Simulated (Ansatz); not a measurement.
| atom | x (Å) | y (Å) | z (Å) |
| --- | --- | --- | --- |
| O | 0.9224 | 1.2658 | 0.3256 |
| O | -1.0768 | -0.4081 | 0.4565 |
| P | 0.0771 | 0.5046 | 1.2760 |
| S | -1.4315 | -0.3623 | -1.1780 |

Geometry: B3LYP-D3(BJ)/def2-SVP.

The calculation used Ansatz 0.2.0, isolated molecule in a Gaussian basis; Kohn-Sham density functional theory, functional PBE0.

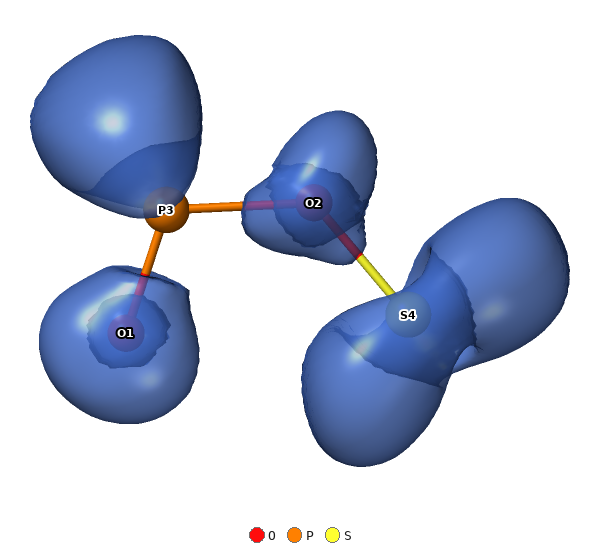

O$_{2}$PS (doublet). Isosurface of the ELF at 0.75 (blue), seen across its widest extent. Core shells and regions of very low density are left out.

**Identify the bonds, lone pairs and shells in this picture.**

The surface consists of one region on O in which the atom's valence shell and bonds are merged, one ring or bowl of non-bonding electrons around S, one lobe on P, pointing away from the bonds (non-bonding electrons) and one region wrapped around O (its lone pairs, merged into a ring or cap). Profiles from the grid: P–O (1.48 Å): the ELF peaks at about 0.85 between the atoms, as expected for a short, strongly polar bond. S–O (1.67 Å): the ELF peaks at about 0.80 between the atoms, as expected for a polar covalent bond.
